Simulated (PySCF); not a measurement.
**Al₂Cl₄H₂S₂: density, localisation and related maps**

```xyz
10

Al   -1.5433    0.0492   -0.3206
Cl   -2.3506   -1.8911   -0.4021
Cl   -2.6711    1.7832   -0.6264
S     0.3357    0.1400   -1.7278
Al    1.4939    0.4959    0.2857
Cl    2.1359    2.4863    0.3338
Cl    2.7617   -1.1503    0.6163
S    -0.3696    0.2715    1.7001
H     0.5374   -1.1993   -1.7283
H    -0.2054   -1.0621    1.8737
```

Geometry: PBE0-D3(BJ)/def2-SVP.

Computed with PBE0/pcSseg-1 Al:pcSseg-2, SCF density, gas phase, non-relativistic (PySCF 2.14.0).

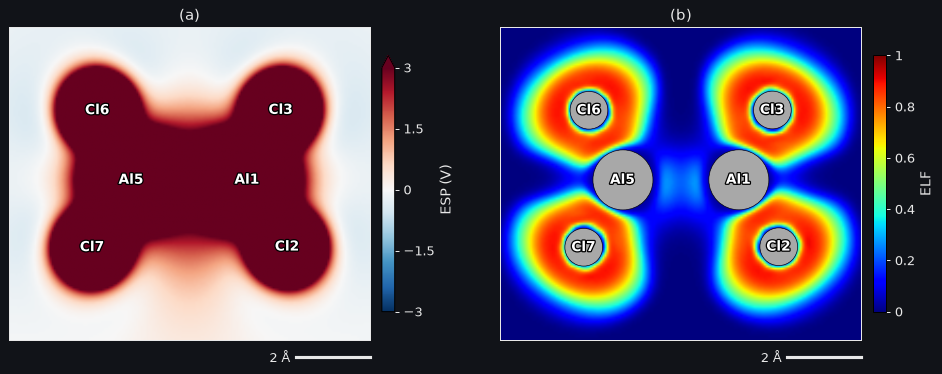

Figure 1. (a) molecular electrostatic potential; (b) electron localisation function on the plane of atoms Cl6, Al5 and Cl7. Grey discs cover the atomic cores in the ELF map.

What do the fields say about this system?

Atoms in the plane: Al and Cl. Al–Cl (2.09 Å): the ELF peaks at about 0.85 in the valence shell of Cl, 0.9 Å from its nucleus, and is about 0.85 at the midpoint. The ELF also peaks beside Cl7, Cl2, Cl3 and Cl6, away from the bonds: lone-pair regions. Outside the dense part of the molecule the potential is most negative (−0.4 V) near Cl3 and Cl6.

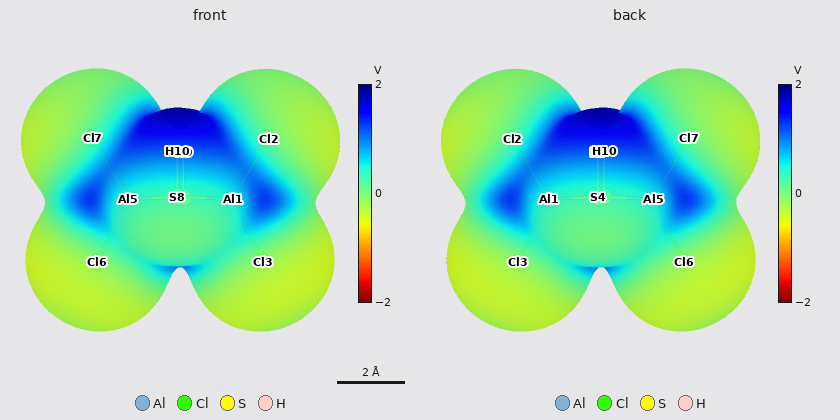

Figure 2. The electrostatic potential painted on the density surface at 0.001 e/bohr³, seen from the front and from behind; the colour scale runs from red (negative) to blue (positive).

Where is the surface potential most negative and most positive?

The most negative region (about −0.4 V) lies over Cl3 and Cl6, the most positive (about +1.8 V) over H9 and H10.
